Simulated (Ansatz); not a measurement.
One stationary structure of PbSe. Calculation: PBE (plane waves to 420 eV, PAW, scalar-relativistic; Ansatz, a program for electronic structure).

Fm-3m (No. 225), cF8, rock salt type; a = b = c = 6.2178 Å, α = β = γ = 90.00°.

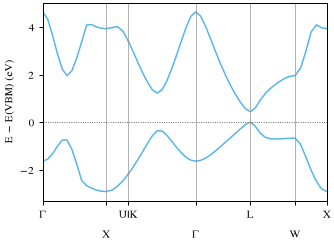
*Highest filled and lowest empty band along the path of this cell's Brillouin zone*

Problem. Read off the gap and say whether it is direct.

Solution. 0.43 eV, direct at L (no spin-orbit coupling).

Problem. How far does the top valence band disperse along this path?

Solution. About 2.9 eV.

No spin polarisation in the result. Spin-orbit coupling is missing; with elements this heavy it can move band edges by tenths of an eV or more.

The run could not lose the symmetry of its start.

All atoms sit on sites fixed by symmetry, so only the cell could relax.
